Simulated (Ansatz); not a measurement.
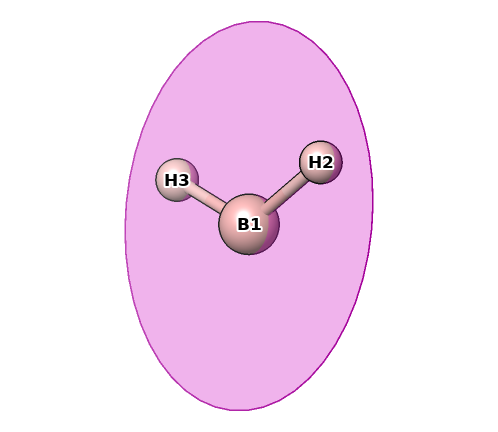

A disc through the centre of mass is drawn in. Depth is shown by fading: the farther an atom, the more it takes the colour of the background. The species is neutral and a spin doublet. The computed structure is the end point of a PBE0-D4/def2-TZVP optimisation.

**Is the plane of the disc a mirror plane of the structure?**

Yes. The reflection leaves B1, H2, H3 in place. The point group is C2v.
